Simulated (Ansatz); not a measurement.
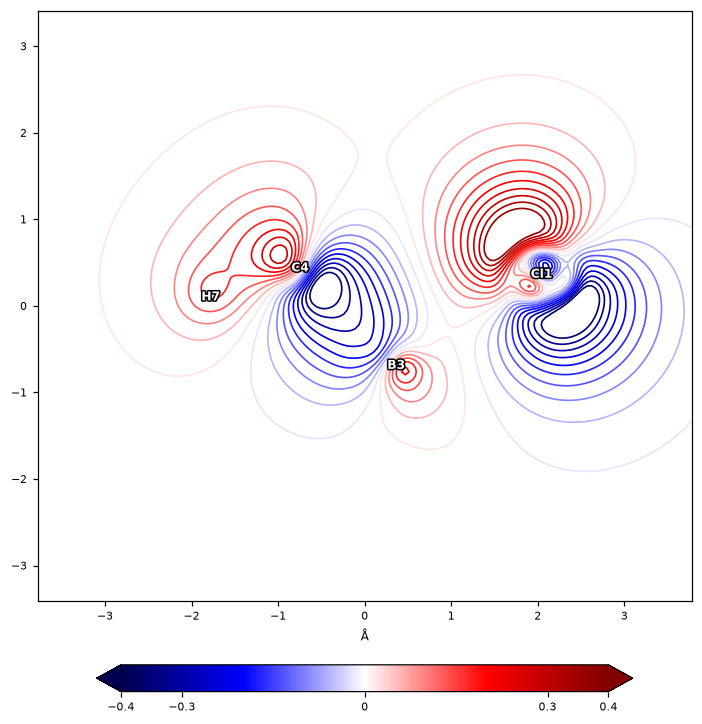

CH$_{4}$BClSn. The HOMO−1 on the plane of atoms Cl1, B3 and C4 (values in Å⁻³ᐟ²; the overall sign is arbitrary).

Geometry: PBE0-D4/def2-TZVP; core potentials replace the inner electrons of Sn.

Level of theory: Ansatz, RKS PBE0-D4/def2-TZVPP.

```yaml
atoms:
  - { symbol: Cl, position_ang: [-1.5675, 1.2989, -0.1033] }
  - { symbol: Sn, position_ang: [0.0403, 0.2205, -1.8813] }
  - { symbol: B, position_ang: [0.1436, 0.4920, 0.4972] }
  - { symbol: C, position_ang: [0.0366, -0.9831, -0.0604] }
  - { symbol: H, position_ang: [0.9468, 1.1797, -0.2956] }
  - { symbol: H, position_ang: [0.4520, 0.8785, 1.5873] }
  - { symbol: H, position_ang: [0.9204, -1.6130, 0.0581] }
  - { symbol: H, position_ang: [-0.8802, -1.5306, 0.1420] }
```

### Describe this orbital and give its energy.

Its weight (Hirshfeld) is mainly on Cl1 (about 45 %), B3 (about 15 %), H5 (about 15 %), Sn2 (about 10 %) and C4 (about 10 %). Its energy is −8.29 eV.
